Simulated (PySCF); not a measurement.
# C₃H₈O₂Si: NMR shifts at several levels of theory, part 1 of 2

How much do the NMR shifts of C₃H₈O₂Si (`C/C=C\O[SiH2]O`) depend on the level of theory, and what does each level cost?

Computed with PySCF 2.14.0, with density-fitted response routines of our own, on a single molecule in the gas phase. Atoms count from 0, in the outputs and in this text.

### Step 1. The starting structure

14 atoms, charge 0, multiplicity 1; geometry from: GFN2-xTB. The atoms were then displaced at random by about 0.01 Å, so the start is not that level's minimum.

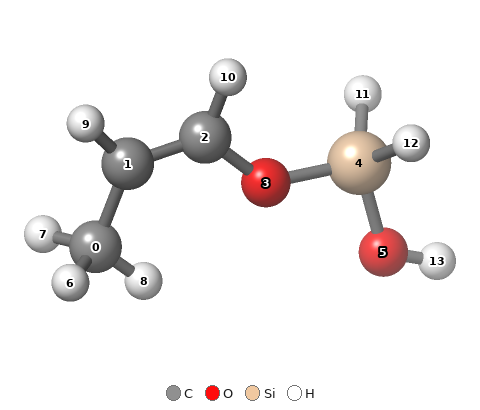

The starting geometry (carbon grey, oxygen red, silicon light orange, hydrogen white), atoms numbered; sticks join atoms by distance.

### Step 2. Optimising the geometry at PBE0-D3(BJ)/def2-SVP

What the job is given:

```
{"job": {"xc": "PBE0", "basis": "def2-SVP", "d3": "d3bj", "grid": 1, "shake": 0.01, "kind": "geom"}, "charge": 0, "multiplicity": 1}
C     -2.280120    -0.499940    -0.105380
C     -1.632450     0.841750     0.065670
C     -0.332690     1.007690     0.122770
O      0.586150    -0.018450     0.044110
Si     2.162620    -0.070000    -0.011240
O      2.377480    -1.662270    -0.017550
H     -2.983800    -0.661790     0.710890
H     -2.856770    -0.480340    -1.042510
H     -1.563160    -1.264110    -0.119480
H     -2.262080     1.714780     0.155290
H      0.122040     1.988100     0.266810
H      2.686980     0.560670    -1.212870
H      2.727880     0.559650     1.179390
H      3.240750    -2.030800    -0.043670
```

Launch:

```bash
$ OMP_NUM_THREADS=1 python probes_run.py task.json out
```

The driver reads the jobs from task.json and runs them one after another.

The program printed:

```text
step   0  E = -558.39689811  max force = 0.078156
step   1  E = -558.40805271  max force = 0.016693
step   2  E = -558.40835979  max force = 0.007433
step   3  E = -558.40895874  max force = 0.001608
step   4  E = -558.40903367  max force = 0.002464
step   5  E = -558.40918853  max force = 0.001632
step   6  E = -558.40939776  max force = 0.002876
step   7  E = -558.40971657  max force = 0.003089
step   8  E = -558.41001447  max force = 0.003157
step   9  E = -558.41025650  max force = 0.003013
step  10  E = -558.41045693  max force = 0.004567
step  11  E = -558.41068111  max force = 0.003616
step  12  E = -558.41112781  max force = 0.002289
step  13  E = -558.41180548  max force = 0.006636
step  14  E = -558.41243913  max force = 0.016029
step  15  E = -558.41342813  max force = 0.009233
step  16  E = -558.41457746  max force = 0.006573
step  17  E = -558.41496551  max force = 0.003809
step  18  E = -558.41514865  max force = 0.002259
step  19  E = -558.41520071  max force = 0.000921
step  20  E = -558.41522776  max force = 0.000341
step  21  E = -558.41523786  max force = 0.000452
step  22  E = -558.41524320  max force = 0.000634
step  23  E = -558.41525175  max force = 0.000568
step  24  E = -558.41525949  max force = 0.000275
optimisation converged
```

Run time: 4.5 min. Hardware: 1 thread of Arm Neoverse N1, shared host; peak memory 0.52 GiB.

Along the way:

```
step  energy from step 0 (eV)  largest force component (eV/Å)
   0                   0.0000                          4.0189
   1                  -0.3035                          0.8584
   2                  -0.3119                          0.3822
   3                  -0.3282                          0.0827
   4                  -0.3302                          0.1267
   5                  -0.3344                          0.0839
   6                  -0.3401                          0.1479
   7                  -0.3488                          0.1588
   8                  -0.3569                          0.1623
   9                  -0.3635                          0.1549
  10                  -0.3690                          0.2348
  11                  -0.3751                          0.1859
  12                  -0.3872                          0.1177
  13                  -0.4057                          0.3412
  14                  -0.4229                          0.8242
  15                  -0.4498                          0.4748
  16                  -0.4811                          0.3380
  17                  -0.4916                          0.1959
  18                  -0.4966                          0.1162
  19                  -0.4980                          0.0474
  20                  -0.4988                          0.0175
  21                  -0.4991                          0.0232
  22                  -0.4992                          0.0326
  23                  -0.4994                          0.0292
  24                  -0.4996                          0.0141
```

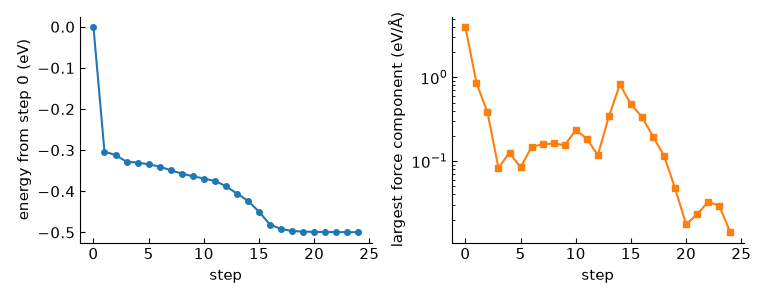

Energy and force, step by step.

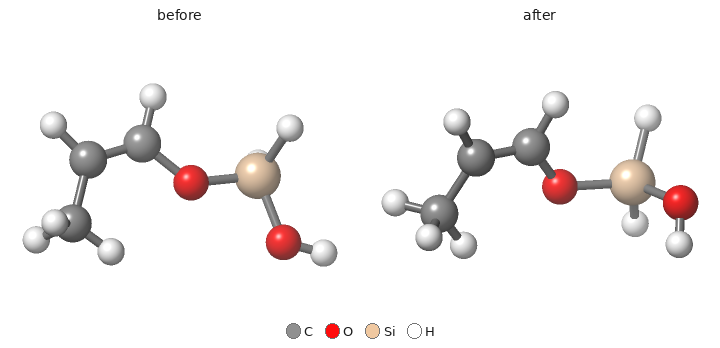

Before and after, at one scale.

Close pairs (by a distance rule), those that changed most:

```
   bond  before (Å)  after (Å)  change (Å)
 O3–Si4       1.578      1.670      +0.092
  C0–H8       1.048      1.098      +0.051
 Si4–O5       1.607      1.655      +0.048
Si4–H11       1.455      1.486      +0.031
Si4–H12       1.461      1.485      +0.025
  C1–C2       1.312      1.336      +0.024
 O5–H13       0.939      0.962      +0.023
  C2–O3       1.380      1.358      -0.021
```

The next job starts from the end point, and lists it.

```
                         at the end point                value
  point group (found at 0.08 Å tolerance)                   C1
rotational constants (GHz, main isotopes)  7.721, 1.230, 1.228
                        dipole moment (D)                 0.88
```

### Step 3. Nuclear shieldings: PBE0/pcSseg-1

What the job is given:

```
{"job": {"kind": "nmr", "xc": "PBE0", "basis": "pcSseg-1", "pop": false}, "charge": 0, "multiplicity": 1}
C     -2.341066    -0.209816    -0.364096
C     -1.498765     0.694688     0.470218
C     -0.166033     0.767440     0.418140
O      0.579381     0.012767    -0.430534
Si     2.242775    -0.138034    -0.405839
O      2.774336    -1.115411     0.819198
H     -2.939798    -0.892481     0.262115
H     -3.056580     0.362788    -0.977762
H     -1.719690    -0.815290    -1.037870
H     -1.993097     1.362206     1.182272
H      0.392473     1.460610     1.060908
H      2.568036    -0.692329    -1.745184
H      2.858725     1.186835    -0.138188
H      2.520447    -2.042590     0.787943
```

With the program's defaults for keys left out, this is: GIAO PBE0/pcSseg-1 NMR shielding, non-relativistic, gas phase.

The program printed:

```text
coarse grid: 12016 points
cycle   1  E = -558.4584503422  dE =  6.422e-01  |g| = 8.984e-01  |ddm| = 3.294e+00
cycle   2  E = -558.2767448771  dE =  1.817e-01  |g| = 1.338e+00  |ddm| = 1.732e+00
cycle   3  E = -558.6046329037  dE = -3.279e-01  |g| = 8.375e-02  |ddm| = 1.187e+00
cycle   4  E = -558.6056516202  dE = -1.019e-03  |g| = 4.431e-02  |ddm| = 9.369e-02
cycle   5  E = -558.6060960946  dE = -4.445e-04  |g| = 1.549e-02  |ddm| = 4.497e-02
cycle   6  E = -558.6061495458  dE = -5.345e-05  |g| = 5.105e-03  |ddm| = 1.537e-02
cycle   7  E = -558.6061553171  dE = -5.771e-06  |g| = 8.944e-04  |ddm| = 4.465e-03
final grid: 110944 points
cycle   8  E = -558.6607260136  dE = -1.621e-05  |g| = 9.684e-03  |ddm| = 1.790e-02
cycle   9  E = -558.6607069735  dE =  1.904e-05  |g| = 1.399e-02  |ddm| = 1.587e-02
cycle  10  E = -558.6607436211  dE = -3.665e-05  |g| = 1.532e-03  |ddm| = 1.020e-02
cycle  11  E = -558.6607441592  dE = -5.381e-07  |g| = 2.514e-04  |ddm| = 1.358e-03
cycle  12  E = -558.6607441684  dE = -9.155e-09  |g| = 1.285e-04  |ddm| = 2.568e-04
cycle  13  E = -558.6607441720  dE = -3.555e-09  |g| = 1.842e-05  |ddm| = 1.060e-04
cycle  14  E = -558.6607441720  dE = -6.480e-11  |g| = 4.828e-06  |ddm| = 1.926e-05
converged SCF energy = -558.6607441720

GIAO shielding tensors (ppm)
atom      isotropic    diamagn.    paramagn.     s11        s22        s33       span
  0 C      173.185     247.049     -73.864    155.522    181.244    182.789     27.268
  1 C       72.286     257.473    -185.187    -33.170     96.147    153.881    187.051
  2 C       37.580     253.571    -215.991    -64.148     74.631    102.256    166.404
  3 O      188.527     401.889    -213.362    116.679    127.538    321.363    204.683
  4 Si     377.566     879.500    -501.934    372.701    374.507    385.491     12.790
  5 O      274.857     388.130    -113.274    226.664    288.822    309.083     82.419
  6 H       29.862      28.382       1.480     25.756     27.165     36.664     10.907
  7 H       29.837      27.722       2.115     25.635     27.133     36.742     11.106
  8 H       28.771      30.971      -2.200     23.844     29.919     32.551      8.708
  9 H       26.651      31.055      -4.404     24.197     27.153     28.603      4.406
 10 H       24.859      31.695      -6.835     21.687     24.604     28.286      6.599
 11 H       26.472      29.075      -2.603     22.890     24.807     31.718      8.828
 12 H       26.543      28.696      -2.153     23.352     24.827     31.450      8.099
 13 H       29.421      31.549      -2.128     22.191     24.767     41.304     19.113
```

It took 23 s on 1 thread of Arm Neoverse N1, shared host; peak memory 0.84 GiB.

Shifts follow as δ = σ(reference) − σ, with reference shieldings (ppm) from runs at the same level and on the same kind of geometry: ¹H TMS 31.27, ¹³C TMS 184.4, ²⁹Si TMS 352.0, ¹⁷O H2O 334.6. The references are single molecules in the gas phase, so shifts against H2O, NH3, PH3, H3PO4 or CFCl3 are not on the usual liquid scales and can be off by tens of ppm. Atoms listed in one row are averaged.

```
     atoms                                                  environment  σ (ppm)  δ (ppm)  δ scaled to CDCl3
        C2                                 alkene carbon bearing oxygen     37.6    146.8              142.1
        C1                β carbon of an enol-ether or enamine type C=C     72.3    112.1              108.4
        C0                                        allylic methyl carbon    173.2     11.2               10.4
       H10                  hydrogen on an alkene carbon bearing oxygen    24.86     6.41               6.29
  H11, H12                          hydrogen on a silicon bonded to 2 O    26.51     4.76                  –
        H9  hydrogen on a β carbon of an enol-ether or enamine type C=C    26.65     4.62               4.59
       H13                           hydrogen on an oxygen bonded to Si    29.42     1.85                  –
H6, H7, H8                         hydrogen on an allylic methyl carbon    29.49     1.78               1.90
        O3                                       oxygen bonded to C, Si    188.5    146.0                  –
        O5                                       oxygen bonded to Si, H    274.9     59.7                  –
       Si4                                   silicon bonded to 2 O, 2 H    377.6    -25.6                  –
```

The scaled column applies a straight-line fit of computed shieldings to shifts measured in CDCl3 (root-mean-square error 0.21 ppm for H, 2.0 ppm for C).

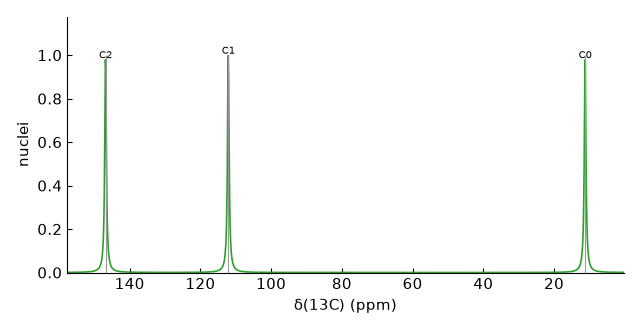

¹³C lines at the computed shifts, without couplings. Lines are broadened to a width of 0.54 ppm (Lorentzian).

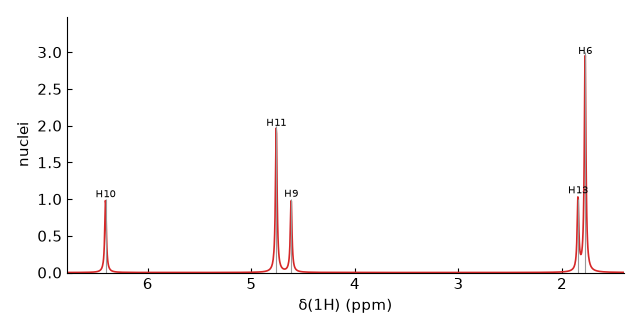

¹H lines at the computed shifts, without couplings. Lines are broadened to a width of 0.02 ppm (Lorentzian).

### Step 4. Shielding tensors: mPW1PW91/pcSseg-1

Settings changed since step 3:

```diff
@@ -1,2 +1,2 @@
-{"job": {"kind": "nmr", "xc": "PBE0", "basis": "pcSseg-1", "pop": false}, "charge": 0, "multiplicity": 1}
+{"job": {"kind": "nmr", "xc": "mPW1PW91", "basis": "pcSseg-1", "pop": false}, "charge": 0, "multiplicity": 1}
 C     -2.341066    -0.209816    -0.364096
```

With the program's defaults for keys left out, this is: GIAO mPW1PW91/pcSseg-1 NMR shielding, non-relativistic, gas phase.

The program printed:

```text
coarse grid: 12016 points
cycle   1  E = -558.8232504965  dE =  6.444e-01  |g| = 9.184e-01  |ddm| = 3.295e+00
cycle   2  E = -558.6327106018  dE =  1.905e-01  |g| = 1.368e+00  |ddm| = 1.756e+00
cycle   3  E = -558.9752266115  dE = -3.425e-01  |g| = 8.567e-02  |ddm| = 1.208e+00
cycle   4  E = -558.9762698080  dE = -1.043e-03  |g| = 4.676e-02  |ddm| = 9.709e-02
cycle   5  E = -558.9767682247  dE = -4.984e-04  |g| = 1.603e-02  |ddm| = 4.714e-02
cycle   6  E = -558.9768256244  dE = -5.740e-05  |g| = 5.100e-03  |ddm| = 1.577e-02
cycle   7  E = -558.9768313394  dE = -5.715e-06  |g| = 9.273e-04  |ddm| = 4.482e-03
final grid: 110944 points
cycle   8  E = -559.0323890718  dE = -2.053e-05  |g| = 6.374e-03  |ddm| = 1.666e-02
cycle   9  E = -559.0323812947  dE =  7.777e-06  |g| = 9.026e-03  |ddm| = 1.040e-02
cycle  10  E = -559.0323969439  dE = -1.565e-05  |g| = 1.042e-03  |ddm| = 6.628e-03
cycle  11  E = -559.0323971899  dE = -2.460e-07  |g| = 1.837e-04  |ddm| = 9.306e-04
cycle  12  E = -559.0323971939  dE = -3.999e-09  |g| = 1.200e-04  |ddm| = 1.990e-04
cycle  13  E = -559.0323971969  dE = -2.997e-09  |g| = 1.232e-05  |ddm| = 9.359e-05
cycle  14  E = -559.0323971969  dE = -2.638e-11  |g| = 4.377e-06  |ddm| = 1.399e-05
converged SCF energy = -559.0323971969

GIAO shielding tensors (ppm)
atom      isotropic    diamagn.    paramagn.     s11        s22        s33       span
  0 C      172.098     246.916     -74.818    154.587    180.106    181.601     27.014
  1 C       71.328     257.505    -186.177    -34.396     95.255    153.126    187.522
  2 C       36.684     253.651    -216.966    -65.539     73.904    101.687    167.226
  3 O      189.269     402.105    -212.836    117.717    129.389    320.699    202.982
  4 Si     377.203     879.559    -502.356    372.721    374.442    384.447     11.726
  5 O      275.012     388.267    -113.254    227.742    289.152    308.143     80.401
  6 H       29.910      28.407       1.503     25.837     27.232     36.660     10.822
  7 H       29.885      27.739       2.146     25.716     27.201     36.737     11.021
  8 H       28.823      31.026      -2.204     23.927     29.982     32.560      8.633
  9 H       26.716      31.110      -4.394     24.284     27.190     28.675      4.391
 10 H       24.921      31.771      -6.849     21.744     24.658     28.362      6.619
 11 H       26.568      29.142      -2.575     22.992     24.902     31.809      8.817
 12 H       26.638      28.775      -2.137     23.448     24.924     31.543      8.095
 13 H       29.481      31.577      -2.096     22.258     24.820     41.366     19.108
```

Wall time 22 s (1 thread of Arm Neoverse N1, shared host); peak memory 0.86 GiB.

This run: δ C2 146.9, C1 112.2, C0 11.4, O3 144.0, H10 6.40, H11 4.71 ppm (means over like atoms).

### Step 5. Nuclear shieldings: WP04/pcSseg-1

Settings changed since step 4:

```diff
@@ -1,2 +1,2 @@
-{"job": {"kind": "nmr", "xc": "mPW1PW91", "basis": "pcSseg-1", "pop": false}, "charge": 0, "multiplicity": 1}
+{"job": {"kind": "nmr", "xc": "WP04", "basis": "pcSseg-1", "pop": false}, "charge": 0, "multiplicity": 1}
 C     -2.341066    -0.209816    -0.364096
```

With the program's defaults for keys left out, this is: GIAO WP04/pcSseg-1 NMR shielding, non-relativistic, gas phase.

The program printed:

```text
coarse grid: 12016 points
cycle   1  E = -567.9050266401  dE =  6.633e-01  |g| = 1.373e+00  |ddm| = 3.381e+00
cycle   2  E = -567.1859830578  dE =  7.190e-01  |g| = 2.322e+00  |ddm| = 2.943e+00
cycle   3  E = -568.2268365865  dE = -1.041e+00  |g| = 2.128e-01  |ddm| = 2.351e+00
cycle   4  E = -568.2312334168  dE = -4.397e-03  |g| = 1.511e-01  |ddm| = 2.642e-01
cycle   5  E = -568.2364164660  dE = -5.183e-03  |g| = 5.045e-02  |ddm| = 1.442e-01
cycle   6  E = -568.2370100483  dE = -5.936e-04  |g| = 1.214e-02  |ddm| = 4.619e-02
cycle   7  E = -568.2370444291  dE = -3.438e-05  |g| = 1.888e-03  |ddm| = 1.048e-02
cycle   8  E = -568.2370448792  dE = -4.501e-07  |g| = 1.233e-03  |ddm| = 2.276e-03
final grid: 110944 points
cycle   9  E = -568.3137893982  dE = -3.450e-05  |g| = 8.736e-03  |ddm| = 2.038e-02
cycle  10  E = -568.3137703302  dE =  1.907e-05  |g| = 1.334e-02  |ddm| = 1.383e-02
cycle  11  E = -568.3138039914  dE = -3.366e-05  |g| = 2.214e-03  |ddm| = 9.265e-03
cycle  12  E = -568.3138050373  dE = -1.046e-06  |g| = 3.921e-04  |ddm| = 1.935e-03
cycle  13  E = -568.3138050627  dE = -2.544e-08  |g| = 2.002e-04  |ddm| = 3.952e-04
cycle  14  E = -568.3138050722  dE = -9.487e-09  |g| = 4.832e-05  |ddm| = 1.752e-04
cycle  15  E = -568.3138050728  dE = -5.487e-10  |g| = 9.364e-06  |ddm| = 4.906e-05
converged SCF energy = -568.3138050728

GIAO shielding tensors (ppm)
atom      isotropic    diamagn.    paramagn.     s11        s22        s33       span
  0 C      158.831     247.737     -88.906    141.990    165.425    169.079     27.089
  1 C       59.592     258.164    -198.572    -45.456     82.367    141.865    187.320
  2 C       25.593     254.781    -229.188    -75.968     61.761     90.987    166.955
  3 O      188.743     405.048    -216.304    119.873    142.682    303.676    183.803
  4 Si     381.160     881.522    -500.363    379.304    379.843    384.331      5.027
  5 O      272.573     390.123    -117.550    231.044    291.077    295.598     64.554
  6 H       30.162      28.561       1.601     26.500     27.666     36.321      9.821
  7 H       30.142      27.624       2.518     26.384     27.648     36.396     10.012
  8 H       29.148      32.441      -3.293     24.579     30.361     32.502      7.923
  9 H       27.183      31.349      -4.166     24.974     27.341     29.235      4.261
 10 H       25.432      32.562      -7.130     22.330     25.038     28.928      6.598
 11 H       27.453      29.902      -2.450     23.938     25.750     32.671      8.733
 12 H       27.563      29.589      -2.026     24.414     25.821     32.453      8.039
 13 H       29.750      31.968      -2.217     22.714     25.099     41.439     18.725
```

Wall time 22 s (1 thread of Arm Neoverse N1, shared host); peak memory 0.86 GiB.

In short: δ C2 146.9, C1 112.9, C0 13.6, O3 128.8, H10 6.13, H9 4.38 ppm.

### Step 6. NMR shieldings: B97-2/pcSseg-1

Settings changed since step 5:

```diff
@@ -1,2 +1,2 @@
-{"job": {"kind": "nmr", "xc": "WP04", "basis": "pcSseg-1", "pop": false}, "charge": 0, "multiplicity": 1}
+{"job": {"kind": "nmr", "xc": "B97-2", "basis": "pcSseg-1", "pop": false}, "charge": 0, "multiplicity": 1}
 C     -2.341066    -0.209816    -0.364096
```

With the program's defaults for keys left out, this is: GIAO B97-2/pcSseg-1 NMR shielding, non-relativistic, gas phase.

The program printed:

```text
coarse grid: 12016 points
cycle   1  E = -558.7935195762  dE =  6.280e-01  |g| = 9.340e-01  |ddm| = 3.307e+00
cycle   2  E = -558.5709247320  dE =  2.226e-01  |g| = 1.429e+00  |ddm| = 1.868e+00
cycle   3  E = -558.9522366775  dE = -3.813e-01  |g| = 9.066e-02  |ddm| = 1.314e+00
cycle   4  E = -558.9533978465  dE = -1.161e-03  |g| = 5.250e-02  |ddm| = 1.095e-01
cycle   5  E = -558.9540317865  dE = -6.339e-04  |g| = 1.791e-02  |ddm| = 5.359e-02
cycle   6  E = -558.9541047584  dE = -7.297e-05  |g| = 5.601e-03  |ddm| = 1.790e-02
cycle   7  E = -558.9541117279  dE = -6.970e-06  |g| = 1.062e-03  |ddm| = 5.058e-03
final grid: 110944 points
cycle   8  E = -559.0064450943  dE = -3.741e-05  |g| = 5.737e-03  |ddm| = 2.020e-02
cycle   9  E = -559.0064385472  dE =  6.547e-06  |g| = 8.135e-03  |ddm| = 9.180e-03
cycle  10  E = -559.0064498531  dE = -1.131e-05  |g| = 8.287e-04  |ddm| = 6.056e-03
cycle  11  E = -559.0064499417  dE = -8.867e-08  |g| = 4.479e-04  |ddm| = 9.202e-04
cycle  12  E = -559.0064499884  dE = -4.671e-08  |g| = 6.057e-05  |ddm| = 3.784e-04
cycle  13  E = -559.0064499891  dE = -6.107e-10  |g| = 2.850e-05  |ddm| = 6.239e-05
converged SCF energy = -559.0064499891

GIAO shielding tensors (ppm)
atom      isotropic    diamagn.    paramagn.     s11        s22        s33       span
  0 C      171.914     246.900     -74.986    154.691    179.481    181.572     26.881
  1 C       74.049     257.394    -183.346    -28.496     97.657    152.985    181.480
  2 C       39.838     253.644    -213.806    -58.976     76.203    102.287    161.263
  3 O      191.189     402.208    -211.019    120.970    133.051    319.546    198.576
  4 Si     386.334     879.654    -493.320    381.977    383.796    393.230     11.253
  5 O      276.006     388.296    -112.290    230.471    290.236    307.311     76.840
  6 H       29.954      28.462       1.493     25.922     27.313     36.629     10.706
  7 H       29.930      27.763       2.167     25.803     27.282     36.705     10.903
  8 H       28.883      31.242      -2.359     24.033     30.058     32.558      8.526
  9 H       26.819      31.184      -4.365     24.400     27.317     28.739      4.339
 10 H       25.000      31.895      -6.894     21.827     24.797     28.378      6.551
 11 H       26.685      29.269      -2.584     23.113     25.013     31.928      8.815
 12 H       26.762      28.900      -2.138     23.578     25.042     31.666      8.088
 13 H       29.590      31.693      -2.103     22.396     24.941     41.432     19.036
```

Run time: 21 s. Hardware: 1 thread of Arm Neoverse N1, shared host; peak memory 0.86 GiB.

Key values: δ C2 143.9, C1 109.6, C0 11.8, O3 140.4, H10 6.37, H11 4.65 ppm (means over like atoms).

(Continued in part 2 of 2.)
